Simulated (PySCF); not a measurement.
# C5H15As (AsMe5): the cost of one run

Computed with PySCF 2.14.0 and routines of our own; the level stands in each step. Atoms count from 0.

## (1) The starting structure

21 atoms, charge 0, multiplicity 1; geometry from: GFN2-xTB.

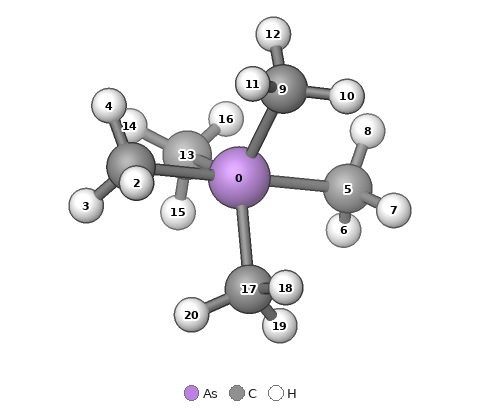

The starting geometry (arsenic purple, carbon grey, hydrogen white).

## (2) Magnetic properties: GIAO KT3/def2-SVP

The job: settings as JSON, then the geometry in Å.

```
{"job": {"kind": "mag", "xc": "KT3", "basis": "def2-SVP"}, "charge": 0, "multiplicity": 1}
As    -0.001250    -0.001330     0.011900
C      0.004040    -0.017100     2.083800
H      0.398930    -0.961340     2.467580
H     -1.007680     0.108600     2.477910
H      0.622400     0.792450     2.480190
C     -0.003000     0.016080    -2.061650
H     -1.009900     0.177210    -2.454800
H      0.363980    -0.932530    -2.461500
H      0.638000     0.812140    -2.449430
C      1.982890    -0.024790     0.002450
H      2.360360    -0.539010    -0.880600
H      2.377500    -0.486620     0.906340
H      2.312300     1.016370    -0.032250
C     -0.969840     1.729760     0.008780
H     -0.877750     2.247790     0.961820
H     -2.023390     1.506310    -0.174670
H     -0.605790     2.361900    -0.800930
C     -1.015940    -1.705750    -0.012130
H     -0.284710    -2.509600    -0.125380
H     -1.696090    -1.733640    -0.863050
H     -1.565080    -1.856900     0.915640
```

With the program's defaults for keys left out, this is: GIAO KT3/def2-SVP magnetisability, rotational g tensor and spin-rotation constants, non-relativistic, gas phase.

Started as:

```bash
OMP_NUM_THREADS=1 python excited_run.py task.json out
```

This one command runs all jobs of the session in turn.

**Question.** How long does this first job take on 1 thread of Arm Neoverse V2, shared host, and how much memory does it need?

About 43 s, with a peak of 0.71 GiB.
